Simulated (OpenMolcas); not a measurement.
Run report: SF⁺, relativistic diatomic calculation (part 2 of 2)

Continued. System: SF⁺. Method: SA-CASSCF(8,6)/XMS-CASPT2 + RASSI spin-orbit (X2C scalar, AMFI), ANO-RCC-VTZP (OpenMolcas).

## The program's output (extracts), continued
```
++ Dipole transition strengths (spin-free states):
     for osc. strength at least  1.00000000E-05
      From   To        Osc. strength     Einstein coefficients Ax, Ay, Az (sec-1)    Total A (sec-1)
         1    9       6.07935651E-03  2.23941809E+05  6.41221974E+06  0.00000000E+00  6.63616155E+06
         1   10       6.07935666E-03  6.41222020E+06  2.23941825E+05  0.00000000E+00  6.63616202E+06
 Electric-quadrupole - electric-quadrupole not included
 Electric-dipole - electric-octupole not included
 Electric-dipole - magnetic-quadrupole not included
   Eigenvalues of complex Hamiltonian:
  (Shifted by EMIN (a.u.) =       -498.1803188340)
 SO State       Relative EMIN(au)   Rel lowest level(eV)    D:o, cm**(-1)      Omega
     1            -0.0000486243        0.0000000000              0.0000         0.0
     2            -0.0000011269        0.0012924696             10.4245         1.0
     3            -0.0000011269        0.0012924696             10.4245         1.0
     4             0.0392047552        1.0681388710           8615.1210         2.0
     5             0.0394850956        1.0757673230           8676.6486         2.0
     6             0.0757934875        2.0637689980          16645.4195         0.0
     7             0.1833976391        4.9918271293          40261.8010         0.0
     8             0.1834068265        4.9920771315          40263.8174         0.0
     9             0.1843217288        5.0169728905          40464.6153         1.0
    10             0.1843217332        5.0169730100          40464.6162         1.0
    11             0.1852470224        5.0421514131          40667.6938         2.0
    12             0.1852470298        5.0421516141          40667.6954         2.0
    13             0.2474732438        6.7354131568          54324.7708         0.0
    14             0.2631690960        7.1625190538          57769.6121         3.0
    15             0.2631690960        7.1625190538          57769.6121         3.0
    16             0.2647277153        7.2049312463          58111.6895         2.0
    17             0.2647879744        7.2065709789          58124.9149         2.0
    18             0.2663464078        7.2489781129          58466.9515         1.0
    19             0.2663464078        7.2489781129          58466.9515         1.0
    20             0.2687327838        7.3139147111          58990.7005         1.0
    21             0.2687327838        7.3139147111          58990.7005         1.0
    22             0.2688504523        7.3171166346          59016.5257         0.0
 Weights of the five most important spin-orbit-free states for each spin-orbit state.
 SO State  Total energy (au)           Spin-free states, spin, and weights
    1        -0.000049       1 1.0  0.9994    7 0.0  0.0006    9 1.0  0.0000   10 1.0  0.0000    8 0.0  0.0000
    2        -0.000001       1 1.0  1.0000   10 1.0  0.0000    4 1.0  0.0000    2 1.0  0.0000    3 1.0  0.0000
    3        -0.000001       1 1.0  1.0000    9 1.0  0.0000    4 1.0  0.0000    2 1.0  0.0000    3 1.0  0.0000
    4         0.039205       5 0.0  1.0000    9 1.0  0.0000   10 1.0  0.0000    2 1.0  0.0000    3 1.0  0.0000
    5         0.039485       6 0.0  1.0000    9 1.0  0.0000   10 1.0  0.0000    3 1.0  0.0000    2 1.0  0.0000
    6         0.075793       7 0.0  0.9993    1 1.0  0.0006    9 1.0  0.0000   10 1.0  0.0000    4 1.0  0.0000
    7         0.183398       9 1.0  0.5000   10 1.0  0.5000    8 0.0  0.0000    4 1.0  0.0000    7 0.0  0.0000
    8         0.183407       9 1.0  0.5000   10 1.0  0.5000    7 0.0  0.0001    1 1.0  0.0000    4 1.0  0.0000
    9         0.184322       9 1.0  1.0000    1 1.0  0.0000    2 1.0  0.0000    3 1.0  0.0000    4 1.0  0.0000
   10         0.184322      10 1.0  1.0000    1 1.0  0.0000    2 1.0  0.0000    3 1.0  0.0000    4 1.0  0.0000
   11         0.185247      10 1.0  0.5000    9 1.0  0.5000    5 0.0  0.0000    2 1.0  0.0000    3 1.0  0.0000
   12         0.185247      10 1.0  0.5000    9 1.0  0.5000    6 0.0  0.0000    3 1.0  0.0000    2 1.0  0.0000
   13         0.247473       8 0.0  0.9945    4 1.0  0.0055   10 1.0  0.0000    9 1.0  0.0000    1 1.0  0.0000
   14         0.263169       2 1.0  0.5095    3 1.0  0.4905    9 1.0  0.0000    4 1.0  0.0000    1 1.0  0.0000
   15         0.263169       2 1.0  0.5095    3 1.0  0.4905   10 1.0  0.0000    4 1.0  0.0000    1 1.0  0.0000
   16         0.264728       2 1.0  1.0000   10 1.0  0.0000    9 1.0  0.0000    5 0.0  0.0000    6 0.0  0.0000
   17         0.264788       3 1.0  1.0000   10 1.0  0.0000    9 1.0  0.0000    6 0.0  0.0000    5 0.0  0.0000
   18         0.266346       3 1.0  0.5095    2 1.0  0.4905   10 1.0  0.0000    9 1.0  0.0000    4 1.0  0.0000
   19         0.266346       3 1.0  0.5095    2 1.0  0.4905   10 1.0  0.0000    9 1.0  0.0000    4 1.0  0.0000
   20         0.268733       4 1.0  1.0000    9 1.0  0.0000   10 1.0  0.0000    1 1.0  0.0000    3 1.0  0.0000
   21         0.268733       4 1.0  1.0000    9 1.0  0.0000   10 1.0  0.0000    1 1.0  0.0000    3 1.0  0.0000
   22         0.268850       4 1.0  0.9945    8 0.0  0.0055    9 1.0  0.0000   10 1.0  0.0000    7 0.0  0.0000
++ Dipole transition strengths (SO states):
        for osc. strength at least   1.00000000E-05
      From   To        Osc. strength     Einstein coefficients Ax, Ay, Az (sec-1)    Total A (sec-1)
         1    9       6.07722177E-03  2.23983674E+05  6.41341865E+06  0.00000000E+00  6.63740232E+06
         1   10       6.07722191E-03  6.41341910E+06  2.23983690E+05  0.00000000E+00  6.63740279E+06
         2    7       3.02434226E-03  1.10258727E+05  3.15813704E+06  0.00000000E+00  3.26839577E+06
         2    8       3.02436304E-03  3.15847516E+06  1.10270535E+05  0.00000000E+00  3.26874569E+06
         2   11       3.05495732E-03  6.31453832E+05  2.73694716E+06  0.00000000E+00  3.36840099E+06
         2   12       3.05496971E-03  2.73696162E+06  6.31453299E+05  0.00000000E+00  3.36841492E+06
         3    7       3.02432791E-03  3.15812205E+06  1.10258204E+05  0.00000000E+00  3.26838026E+06
         3    8       3.02437746E-03  1.10271061E+05  3.15849023E+06  0.00000000E+00  3.26876129E+06
         3   11       3.05496986E-03  2.73696153E+06  6.31453282E+05  0.00000000E+00  3.36841481E+06
         3   12       3.05495710E-03  6.31453834E+05  2.73694719E+06  0.00000000E+00  3.36840102E+06
 Electric-quadrupole - electric-quadrupole not included
 Electric-dipole - electric-octupole not included
 Electric-dipole - magnetic-quadrupole not included
```

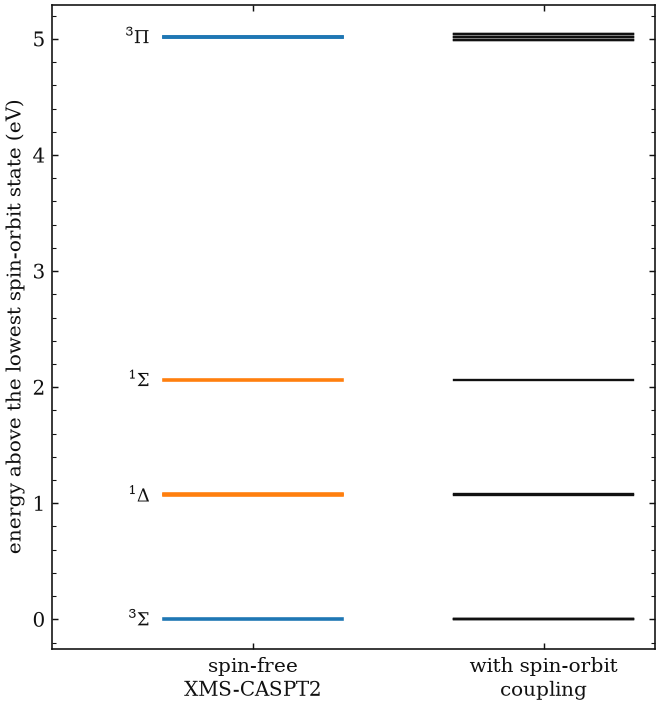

Fig. 1: States up to 5.4 eV at 1.546 Å, without spin-orbit coupling (left, a colour for each spin multiplicity) and with it (right, where close levels merge). The spin-free states run ³Σ (0.00 eV), ¹Δ (1.07 eV), ¹Σ (2.06 eV), ³Π (5.02 eV) from the lowest. The lowest spin-orbit levels have |Ω| = 0 (0 cm⁻¹), 1 (10 cm⁻¹), 2 (8,615 cm⁻¹), 2 (8,677 cm⁻¹), 0 (16,645 cm⁻¹).

Outcome of the run: converged; components of a degenerate state are split by 62 cm⁻¹.
